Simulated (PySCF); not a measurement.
## Two runs on C₂H₁₀Ge₂Se

System: C₂H₁₀Ge₂Se.
Method of the first run: GIAO PBE0/STO-3G NMR shielding, non-relativistic, gas phase (PySCF 2.14.0).

The geometry comes from this level: PBE0-D3(BJ)/def2-SVP. Text and figures count atoms from 1; the logs count them from 0 in places.

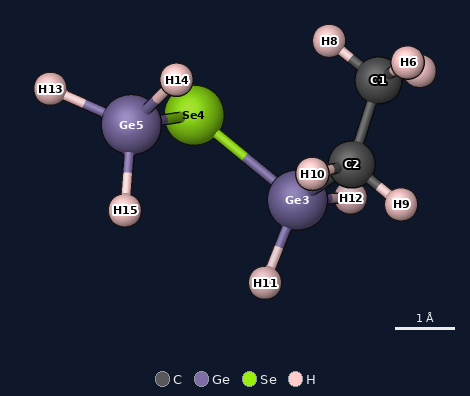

Fig. 1: The structure (ball-and-stick view, seen at a tilt; atoms are numbered from 1 in the order of the input). Sticks mark near contacts.

**The input, the first run**
```
{"job": {"kind": "nmr", "xc": "PBE0", "basis": "STO-3G", "pop": true}, "charge": 0, "multiplicity": 1}
C     -1.671061    -1.356810     0.527752
C     -1.504426     0.098027     0.115931
Ge    -0.679270     0.333603    -1.645525
Se     1.361185    -0.858453    -1.782635
Ge     2.353186     0.161987     0.091601
H     -2.118921    -1.442150     1.530388
H     -2.321001    -1.905130    -0.172270
H     -0.701911    -1.879542     0.546585
H     -2.474710     0.622225     0.078455
H     -0.885534     0.648632     0.843720
H     -0.413681     1.826147    -1.931503
H     -1.545667    -0.275808    -2.765063
H      3.844952    -0.203547     0.049802
H      1.722817    -0.361132     1.396962
H      2.167234     1.689588     0.017301
```

The first line tells a small driver script what to run in PySCF; the rest is the geometry in Å.

Hardware: 1 CPU thread, shared host.

**Output (the first run)**
```
coarse grid: 57248 points
cycle   1  E = -6561.3593519156  dE = -7.807e+00  |g| = 7.499e-01  |ddm| = 4.373e+00
cycle   2  E = -6561.5511973165  dE = -1.918e-01  |g| = 4.155e-01  |ddm| = 2.579e+00
cycle   3  E = -6561.6337782235  dE = -8.258e-02  |g| = 2.796e-02  |ddm| = 9.773e-01
cycle   4  E = -6561.6340631245  dE = -2.849e-04  |g| = 1.450e-02  |ddm| = 7.415e-02
cycle   5  E = -6561.6341298261  dE = -6.670e-05  |g| = 2.669e-03  |ddm| = 2.375e-02
cycle   6  E = -6561.6341324609  dE = -2.635e-06  |g| = 4.440e-04  |ddm| = 5.119e-03
final grid: 115288 points
cycle   7  E = -6561.6340942689  dE = -7.499e-08  |g| = 3.358e-04  |ddm| = 1.589e-03
cycle   8  E = -6561.6340942814  dE = -1.252e-08  |g| = 2.944e-04  |ddm| = 9.944e-04
cycle   9  E = -6561.6340943104  dE = -2.902e-08  |g| = 2.155e-05  |ddm| = 4.470e-04
cycle  10  E = -6561.6340943106  dE = -1.673e-10  |g| = 4.830e-06  |ddm| = 4.244e-05
converged SCF energy = -6561.6340943106

GIAO shielding tensors (ppm)
atom      isotropic    diamagn.    paramagn.     s11        s22        s33       span
  0 C      215.603     244.209     -28.607    207.634    210.428    228.747     21.113
  1 C      230.187     246.148     -15.961    219.418    228.535    242.609     23.190
  2 Ge    2104.558    2733.091    -628.532   2008.392   2118.156   2187.127    178.735
  3 Se    3074.859    2977.192      97.667   3028.680   3075.905   3119.991     91.310
  4 Ge    2164.880    2732.652    -567.773   2117.084   2126.266   2251.289    134.204
  5 H       31.772      29.843       1.929     26.227     27.322     41.765     15.538
  6 H       32.003      30.053       1.950     26.357     29.354     40.300     13.943
  7 H       31.866      32.824      -0.958     24.746     33.911     36.941     12.195
  8 H       32.414      31.078       1.336     25.121     29.000     43.121     17.999
  9 H       32.582      34.795      -2.213     26.151     31.306     40.290     14.138
 10 H       30.621      32.488      -1.867     23.921     25.931     42.012     18.091
 11 H       30.359      31.225      -0.866     23.411     25.211     42.455     19.044
 12 H       30.566      30.044       0.522     23.245     25.280     43.174     19.928
 13 H       30.787      33.690      -2.903     23.502     27.870     40.989     17.487
 14 H       30.900      32.802      -1.902     23.849     27.411     41.440     17.591
```

The input of the second run differs as follows (lines with − go, lines with + come):
```diff
-"basis": "STO-3G"
+"basis": "def2-TZVP"
```

How does the second run compare with the first run?

The total energy of the second run is 47264.6 kcal/mol lower, which measures the change of basis and not a stability. The HOMO goes from −3.67 to −6.72 eV. The LUMO goes from 4.56 to −0.22 eV. The dipole moment goes from 2.01 to 1.86 D. Of all shieldings, the largest change is that of Ge3, by −673.1 ppm. The SCF takes 11 iterations against 10. The basis functions go from 74 to 266.

**Output (the second run)**
```
coarse grid: 57248 points
cycle   1  E = -6636.8630631200  dE = -1.929e+00  |g| = 9.750e-01  |ddm| = 2.905e+00
cycle   2  E = -6636.8160259587  dE =  4.704e-02  |g| = 1.153e+00  |ddm| = 1.044e+00
cycle   3  E = -6636.9539754890  dE = -1.379e-01  |g| = 8.823e-02  |ddm| = 6.203e-01
cycle   4  E = -6636.9549309628  dE = -9.555e-04  |g| = 1.833e-02  |ddm| = 6.464e-02
cycle   5  E = -6636.9549877716  dE = -5.681e-05  |g| = 6.317e-03  |ddm| = 2.356e-02
cycle   6  E = -6636.9550007679  dE = -1.300e-05  |g| = 1.350e-03  |ddm| = 8.848e-03
cycle   7  E = -6636.9550012747  dE = -5.068e-07  |g| = 4.389e-04  |ddm| = 1.541e-03
final grid: 115288 points
cycle   8  E = -6636.9550153090  dE = -6.069e-08  |g| = 5.644e-04  |ddm| = 3.395e-03
cycle   9  E = -6636.9550152364  dE =  7.254e-08  |g| = 7.712e-04  |ddm| = 9.924e-04
cycle  10  E = -6636.9550153880  dE = -1.515e-07  |g| = 3.058e-05  |ddm| = 5.630e-04
cycle  11  E = -6636.9550153882  dE = -2.710e-10  |g| = 1.061e-05  |ddm| = 4.367e-05
converged SCF energy = -6636.9550153882

GIAO shielding tensors (ppm)
atom      isotropic    diamagn.    paramagn.     s11        s22        s33       span
  0 C      176.965     244.081     -67.116    168.792    173.845    188.257     19.466
  1 C      176.951     245.535     -68.585    166.826    177.596    186.430     19.604
  2 Ge    1431.473    2760.221   -1328.748   1292.378   1457.952   1544.087    251.709
  3 Se    2424.642    3003.232    -578.590   2289.493   2390.004   2594.429    304.937
  4 Ge    1543.793    2758.147   -1214.354   1444.848   1514.467   1672.064    227.217
  5 H       30.219      28.908       1.311     25.299     26.893     38.466     13.167
  6 H       30.699      29.259       1.440     26.103     28.336     37.658     11.555
  7 H       30.066      30.317      -0.251     23.986     32.475     33.737      9.751
  8 H       30.508      29.743       0.764     24.707     28.349     38.468     13.761
  9 H       30.407      32.145      -1.739     25.825     29.751     35.644      9.819
 10 H       26.348      29.102      -2.754     19.179     21.822     38.041     18.862
 11 H       26.567      28.770      -2.203     19.628     21.584     38.487     18.859
 12 H       26.665      27.559      -0.894     19.412     21.446     39.135     19.723
 13 H       26.672      29.560      -2.889     18.948     23.501     37.566     18.617
 14 H       26.729      28.938      -2.209     19.788     22.672     37.727     17.939
```

**The two runs side by side**

| quantity | the first run | the second run |
| --- | --- | --- |
| outcome | converged | converged |
| total energy (hartree) | −6561.634094 | −6636.955015 |
| HOMO (eV) | −3.67 | −6.72 |
| LUMO (eV) | 4.56 | −0.22 |
| dipole moment (D) | 2.01 | 1.86 |
| shielding of C1 (ppm) | 215.6 | 177.0 |
| shielding of C2 (ppm) | 230.2 | 177.0 |
| shielding of Ge3 (ppm) | 2104.6 | 1431.5 |
| shielding of Se4 (ppm) | 3074.9 | 2424.6 |
| shielding of Ge5 (ppm) | 2164.9 | 1543.8 |
| shielding of H11 (ppm) | 30.6 | 26.3 |
| shielding of H15 (ppm) | 30.9 | 26.7 |
| SCF iterations | 10 | 11 |
| basis functions | 74 | 266 |
| wall time (shared host) | 8.9 s | 62 s |

For both runs: Spin–orbit coupling is left out, which matters for the heavy atoms.
